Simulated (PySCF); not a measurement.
# C₃H₅FN₂Si (SMILES Fc1ccn([SiH3])n1): what the fields show

```
atom    x (Å)    y (Å)    z (Å)
   F   2.4386   1.9912  -0.1167
   C   1.5525   1.0025  -0.0638
   C   1.8472  -0.3692   0.0465
   C   0.6062  -0.9490   0.0541
   N  -0.3234   0.0286  -0.0471
  Si  -2.0843  -0.0134  -0.0079
   N   0.2653   1.2347  -0.1168
   H   2.8109  -0.8282   0.1035
   H   0.3128  -1.9764   0.1222
   H  -2.5032   1.0933  -0.8517
   H  -2.5006   0.1213   1.3880
   H  -2.4210  -1.3361  -0.5365
```

Geometry: GFN2-xTB.

These are results of PBE0/pcSseg-1, SCF density, gas phase, non-relativistic (PySCF), not measurements.

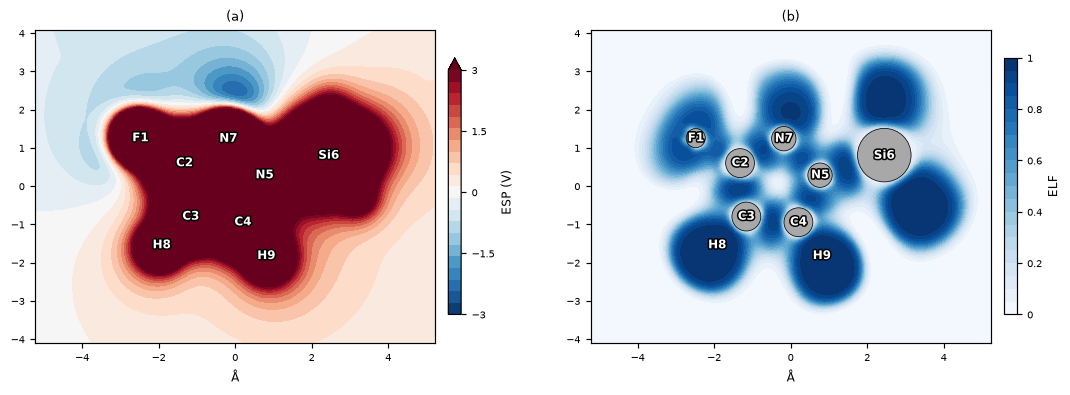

Figure 1. (a) molecular electrostatic potential; (b) ELF on the plane of atoms F1, C2 and C3. Grey discs cover the atomic cores in the ELF map.

> What does the map show?

Atoms in the plane: F, C, N, Si and H. C–N (1.31 Å): the ELF peaks at about 0.90 between the atoms, as expected for a covalent bond. C–F (1.33 Å): the ELF peaks at about 0.85 between the atoms: a shared but strongly polarised pair. N–N (1.34 Å): the ELF peaks at about 0.90 between the atoms (a covalent bond). C–C (1.37 Å): the ELF peaks at about 0.95 between the atoms (a covalent bond). Si–N (1.76 Å): the ELF peaks at about 0.95 between the atoms, as expected for a polar covalent bond. The ELF also peaks beside F1 and N7, away from the bonds: lone-pair regions. Outside the dense part of the molecule the potential is most negative (−2.4 V) near N7.

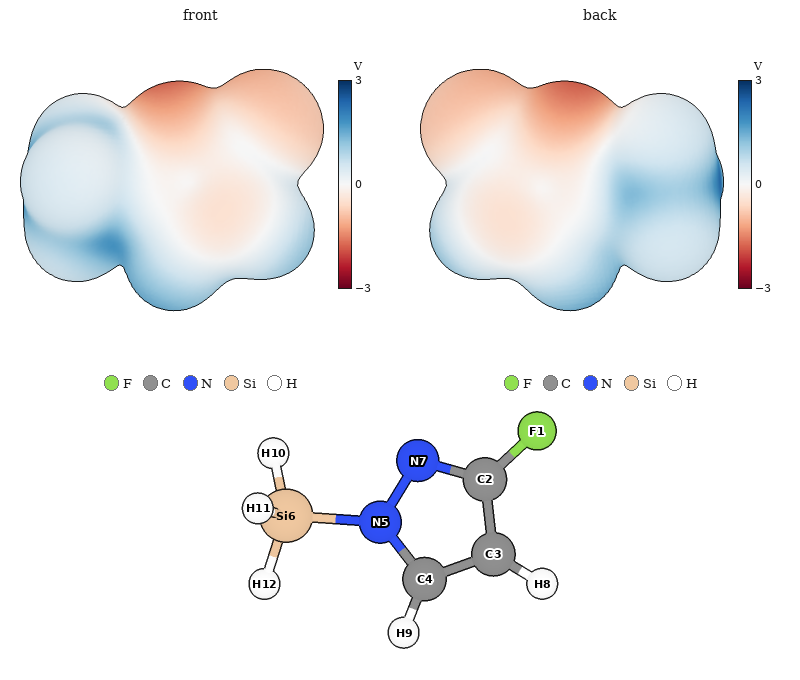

Figure 2. The electrostatic potential painted on the density surface at 0.002 e/bohr³, seen from the front and from behind; red is negative and blue positive. The bare structure is drawn below in the same view.

> Where is the surface potential most negative and most positive?

The most negative region (about −1.7 V) lies over N7, the most positive (about +2.1 V) over Si6. N7 is the likeliest acceptor of a hydrogen bond.
